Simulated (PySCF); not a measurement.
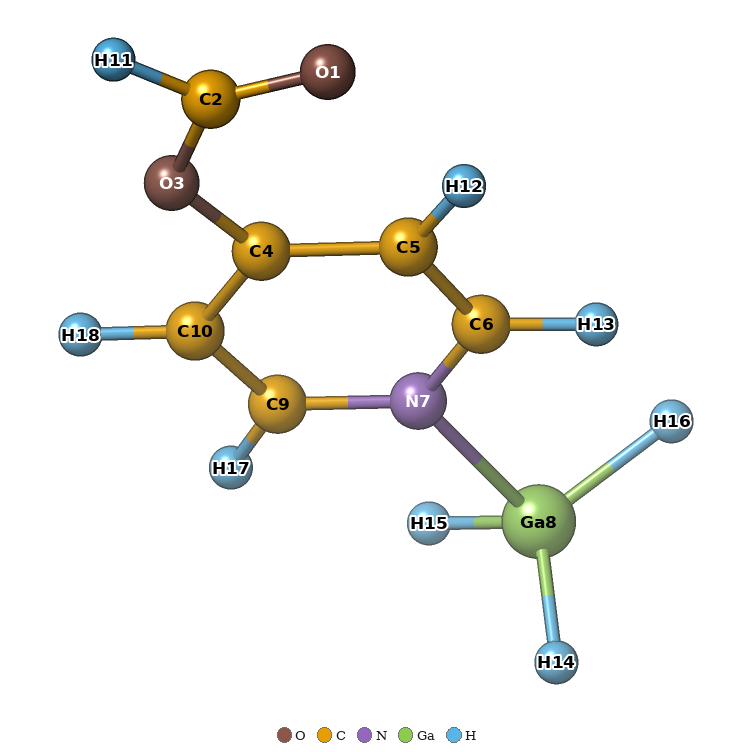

Depth is shown by fading: the farther an atom, the more it takes the colour of the background. Computed geometry: PBE0-D3(BJ)/def2-SVP optimisation. No frequency run is at hand to confirm it as a minimum.

> What is the conformation of the ring C4–C5–C6–N7–C9–C10?

It is planar. The Cremer–Pople amplitude Q is 0.00 Å.

> Give the torsion angles round the ring, beginning with the bond from its second to its third atom.

0°, 0°, 0°, 0°, 0°, 0°.
